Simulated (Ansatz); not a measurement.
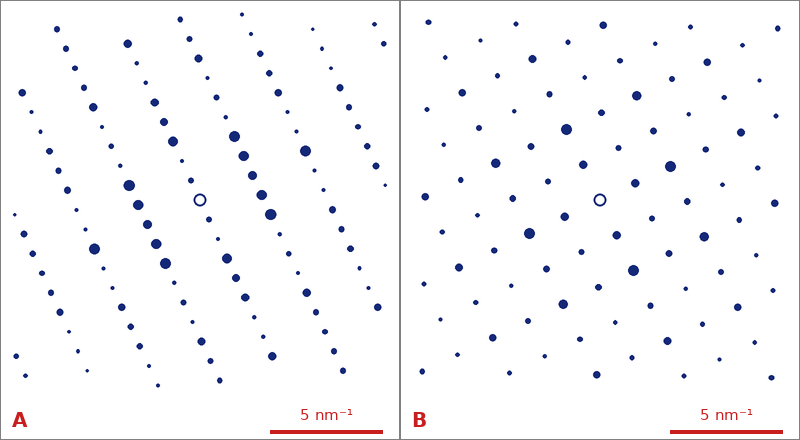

Kinematic electron diffraction patterns (200 kV, B = 0.5 Å², same scale, each along a low-index zone) of two structures of composition Rb2Sb, each relaxed at zero pressure with Ansatz, DFT PBE, scalar-relativistic, plane waves, PAW.

The structures (standard cells):
1. P4/nmm (No. 129), a = 5.412 Å, c = 10.333 Å, 6 atoms; generated start, possibly hypothetical
2. Pn-3m (No. 224), a = 8.048 Å, 6 atoms; generated start, possibly hypothetical

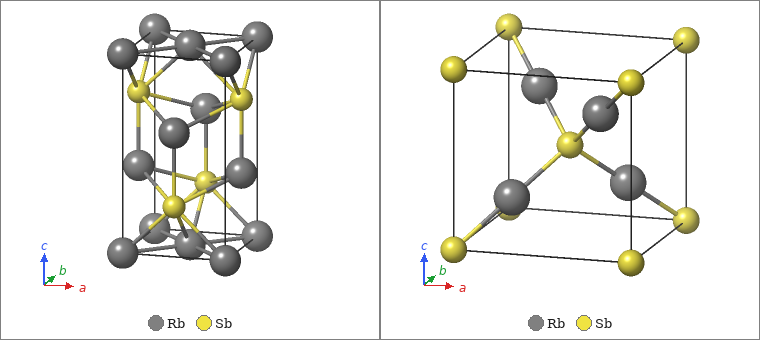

Drawings of the structures 1 to 2, from left to right (each may span several cells).

> Which pattern belongs to which structure, and along which zone?

A is structure 1 along [110] or an equivalent direction: rectangular net of 0 0 1 at d = 10.33 Å and 1 -1 0 at d = 3.83 Å, 90.0° apart (some points of this net are extinct or too weak to see). B is structure 2 along [001] or an equivalent direction: square net of 1 -1 0 at d = 5.69 Å and 1 1 0 at d = 5.69 Å, 90.0° apart (some points of this net are extinct or too weak to see).

> Rank the structures by their computed energy.

Structure 1 (P4/nmm, 50.45 Å³ an atom) is the lowest of these; structure 2 (Pn-3m, 86.89 Å³ an atom) lies about 260 meV an atom higher. These are static energies at 0 K; other structures, not shown, may lie lower still.
